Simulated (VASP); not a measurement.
Band structure of Au (fcc). Level of theory: SCAN meta-GGA, VASP's PBE PAW potentials (set 64) (plane waves; VASP 6.6.1).

Unless said otherwise, spin-orbit coupling is left out, though it shifts the bands of the heavy elements here.

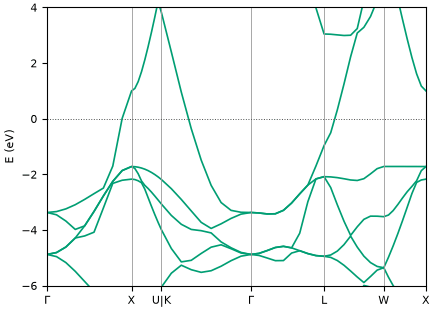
Figure: Bands along high-symmetry lines, zero at the valence-band maximum or, without a gap, the Fermi level

Problem. Read the plot: is there a gap, and where are the band edges?

Solution. It has no gap at this level: it comes out as a metal or semimetal.

The compound is Au in the fcc structure. It was relaxed first.
